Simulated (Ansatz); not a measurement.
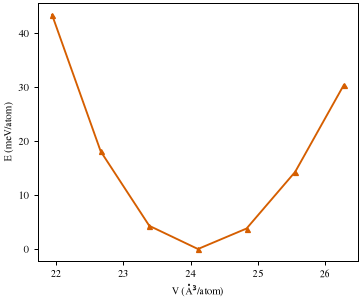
Figure: InAs (NiAs type, space group No. 194) under volume change, the program Ansatz at the PBE level (PAW), shape and atoms relaxed at each volume.

Problem. What does a third-order Birch–Murnaghan fit give for V₀, B₀ and B′?

Solution. V₀ = 24.11 Å³/atom, B₀ = 59.1 GPa, B′ = 4.9.

Space group P6_3/mmc (NiAs type). The cell is a constructed one: a structure type filled with these elements; neither database checked (COD, Materials Project) lists it. It is not the phase usual at ambient conditions (space group No. 216). The PBE relaxation kept the symmetry of its start; its stability against distortions is not shown here.

Potentials: the later of the program's two PAW sets.
